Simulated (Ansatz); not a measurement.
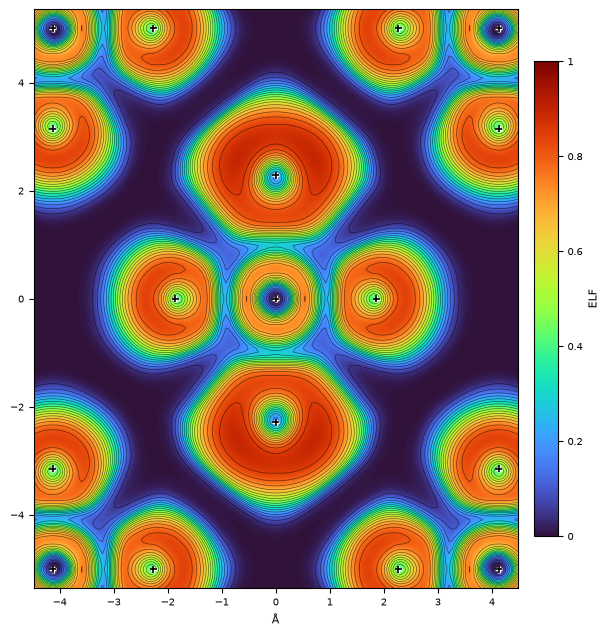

The ELF on a plane through atoms (crosses mark nuclei in the plane).

Level of theory: Ansatz, DFT PBE, scalar-relativistic, plane waves, PAW.

Candidates:
A. ZnS4, a = 6.42 Å, b = 4.81 Å, c = 7.51 Å, α = 90.00°, β = 107.67°, γ = 90.00°. Space group C2; a generated structure, not necessarily the stable one.
B. TaCl3F, a = 13.09 Å, b = 6.77 Å, c = 8.99 Å, α = 90.00°, β = 132.63°, γ = 90.00°. Space group Cm; a generated structure, not necessarily the stable one; changed on purpose from its base cell (volume × 0.97, shape and atoms relaxed).
C. WCl2F4, a = 7.08 Å, b = 7.08 Å, c = 8.26 Å, α = 90.00°, β = 90.00°, γ = 90.00°. Space group P4₂/mnm; a generated structure, not necessarily the stable one.

> Which candidate gave the map?

Candidate C: WCl2F4 on the (110) plane of the conventional cell, which holds W, Cl and F. W–F (1.86 Å): the ELF peaks at about 0.80 in the valence shell of F, 0.5 Å from its nucleus, and drops to about 0.25 between the two atoms (no shared electron pair shows on this line). W–Cl (2.29 Å): the ELF peaks at about 0.80 in the valence shell of Cl, 0.8 Å from its nucleus, and is about 0.45 at the midpoint.
